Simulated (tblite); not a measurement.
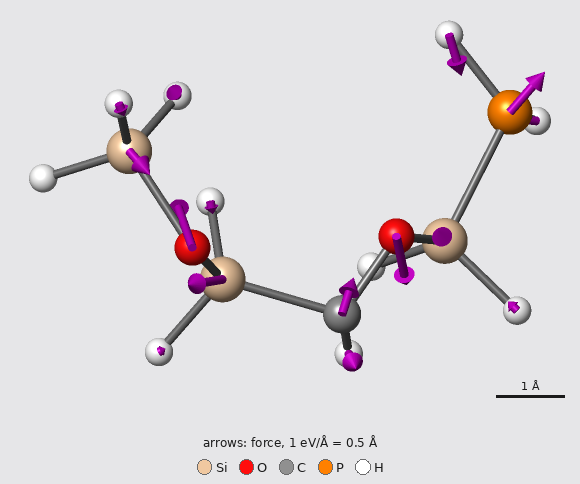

Starting geometry of CH10O2PSi3 (multiplicity 2) with the computed forces as purple arrows. Style: ball-and-stick. Shown at a tilt.

Method: tblite, GFN2-xTB geometry optimisation, gas phase. 

> What follows when this structure is relaxed?

It isn't relaxed: the largest force vector, on an O atom, is 2.89 eV/Å. The final displacements have little in common with the starting forces (cosine between the two patterns 0.27). The atom that moves furthest after the best rigid fit is an H atom (2.51 Å). By element the largest moves are H 2.51 Å, P 1.53 Å, O 1.28 Å, Si 1.26 Å, C 0.99 Å. Among the contacts that change: Si–Si 2.733 → 3.138 Å, O–Si 1.723 → 1.618 Å, H–P 1.453 → 1.386 Å, C–O 1.403 → 1.336 Å. Among the angles between lasting bonds that change: Si–O–Si 105.5° → 151.0°, C–O–Si 104.1° → 133.4°, Si–C–H 106.8° → 125.3°. Groups turn about O–Si by about 150°, O–Si by about 105°. After 253 geometry steps the energy has fallen by 2.356 eV.
